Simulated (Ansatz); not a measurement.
CH$_{7}$BGaN (SMILES C[B](N)[GaH2])

Input file:

```
crystal:
  periodic: [false, false, false]
  atoms:
    - {symbol: C, position_ang: [-0.483132, 1.456391, 0.267102]}
    - {symbol: B, position_ang: [-0.083362, -0.060437, 0.166581]}
    - {symbol: N, position_ang: [-0.462828, -0.946936, 1.172110]}
    - {symbol: Ga, position_ang: [1.028190, -0.891067, -1.433860]}
    - {symbol: H, position_ang: [-1.066880, 1.762163, -0.608167]}
    - {symbol: H, position_ang: [-1.061772, 1.708502, 1.162992]}
    - {symbol: H, position_ang: [0.408931, 2.092431, 0.252222]}
    - {symbol: H, position_ang: [-0.994074, -0.662410, 1.982687]}
    - {symbol: H, position_ang: [-0.238764, -1.927888, 1.166411]}
    - {symbol: H, position_ang: [1.582522, -0.087430, -2.677803]}
    - {symbol: H, position_ang: [1.371180, -2.443329, -1.450276]}
basis:
  gaussian: {orbitals: def2-TZVPP}
hamiltonian: {xc: pbe0, dispersion: d4}
output: {orbitals: {seedname: orbitals}}
```

Launched as:

```sh
ansatz run in.yaml --threads 2 --pin off --events-out ev --progress --plain --max-ram 4352MiB
```

Geometry: PBE0-D4/def2-TZVP.

Theory: RKS PBE0-D4/def2-TZVPP (Ansatz 0.2.0).

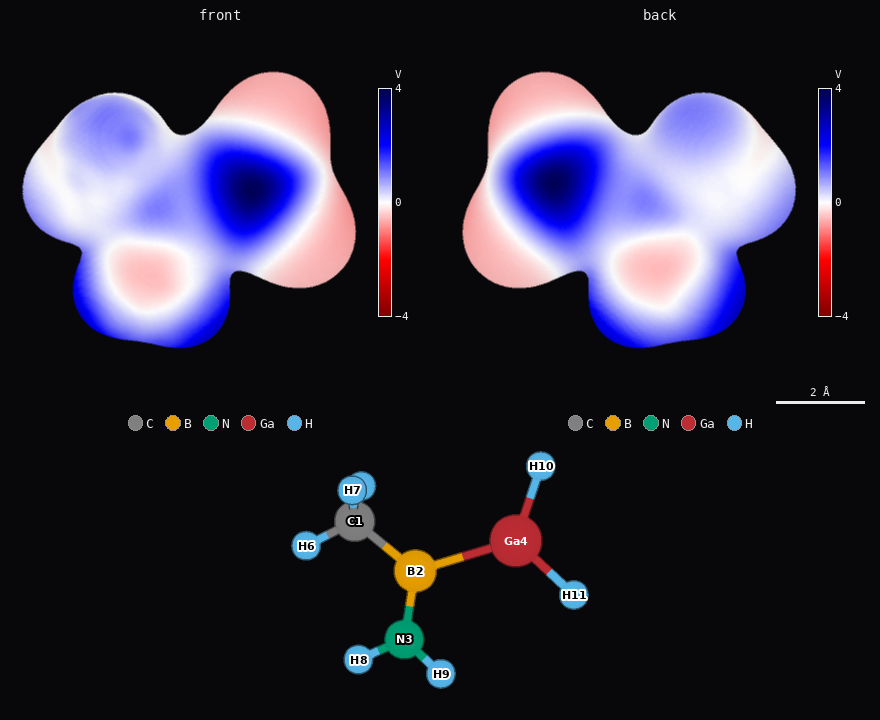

Figure 1. The electrostatic potential painted on the density surface at 0.004 e/bohr³, seen from the front and from behind; the colour scale runs from red (negative) to blue (positive). The bare structure is drawn below in the same view.

Where is the surface potential most negative and most positive?

Answer. The most negative region (about −0.8 V) lies over H10 and H11, the most positive (about +3.8 V) over Ga4.

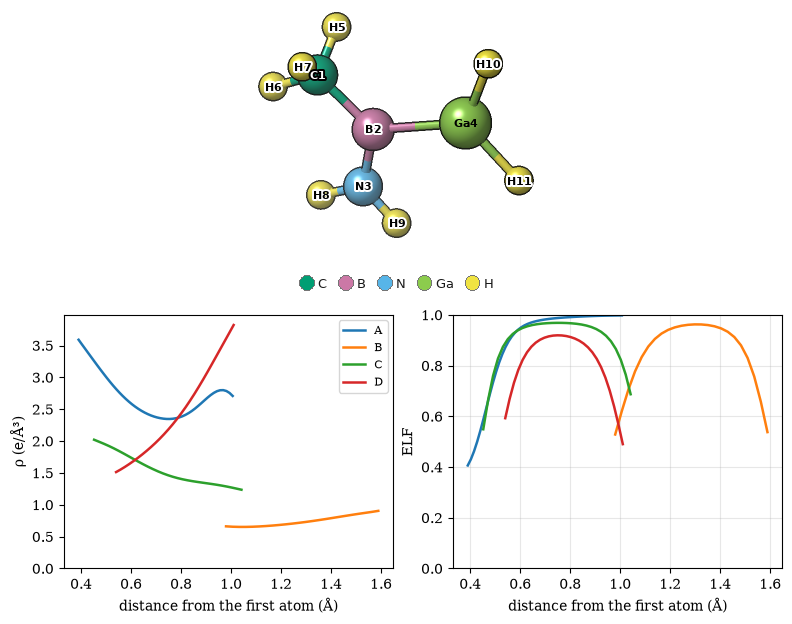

Figure 2. Total electron density and ELF along straight lines between neighbouring atoms. The curves leave out the atomic cores. The structure is drawn too.

Which curve belongs to which contact (B–N, C–B, Ga–B and N–H)? The first atom named is at distance zero.

Answer. Curve A: N–H (1.01 Å): the density is about 3 e/Å³ at the midpoint; the ELF climbs to about 1 towards the hydrogen, as it does in any bond to H: an ordinary covalent bond to hydrogen. Curve B: Ga–B (2.12 Å): the density is about 0.65 e/Å³ at the midpoint; the ELF peaks at about 0.95 between the atoms: a covalent bond. Curve C: C–B (1.57 Å): ρ is about 1.4 e/Å³ halfway; the ELF peaks at about 0.95 between the atoms: a covalent bond. Curve D: B–N (1.39 Å): ρ is about 2 e/Å³ halfway; the ELF peaks at about 0.90 between the atoms (a polar covalent bond).

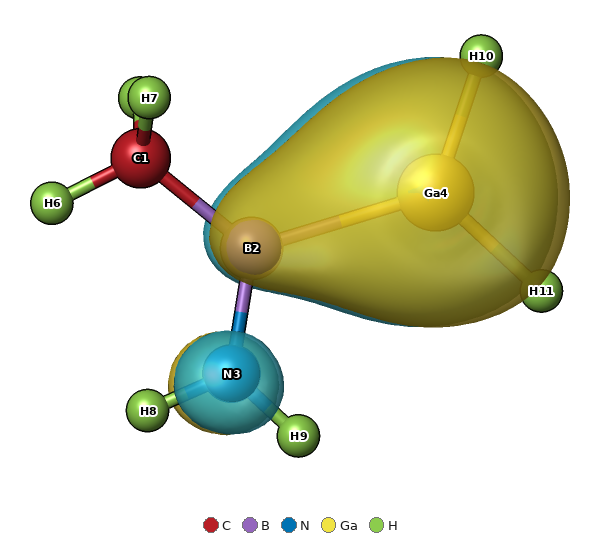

Figure 3. One frontier orbital at ±0.1 Å⁻³ᐟ² (yellow and cyan are the two phases), seen across its widest extent.

Which orbital is it: HOMO or LUMO?

Answer. The LUMO, at −1.78 eV. It lies mainly on Ga4 (about 65 %) and B2 (about 15 %).
